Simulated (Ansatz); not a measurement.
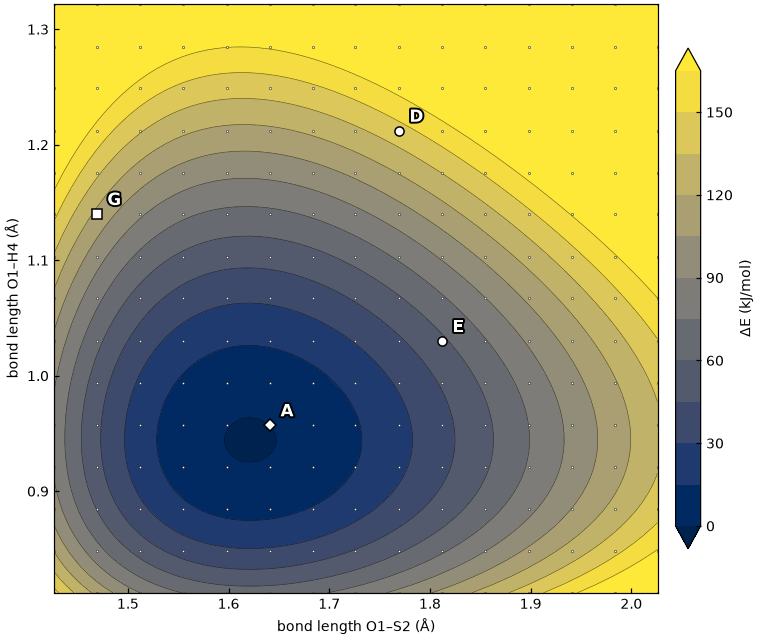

H₂OS₂, SMILES OSS. The first coordinate is: bond length O1–S2; the second: bond length O1–H4. Nothing is relaxed (all other coordinates rigid). Grid: 15 × 15 points. Energies: kJ/mol, counted from the lowest grid point. Level of theory: RHF/def2-TZVP (Ansatz).

The picture shows filled contours, dots at the grid points, one colour for all values above the top of the scale, lettered points. Between grid points the surface is interpolated.

Question: What kind of point is each of A, D, E, G: minimum, saddle, maximum or slope?

Answer: A: minimum; D: on a slope; E: on a slope; G: on a slope. (In these two coordinates alone; a stationary point may lie a little off the grid point.)

Question: Rank the lettered points by energy, lowest first.

Answer: A (0 kJ/mol), E (58 kJ/mol), G (117 kJ/mol), D (144 kJ/mol).
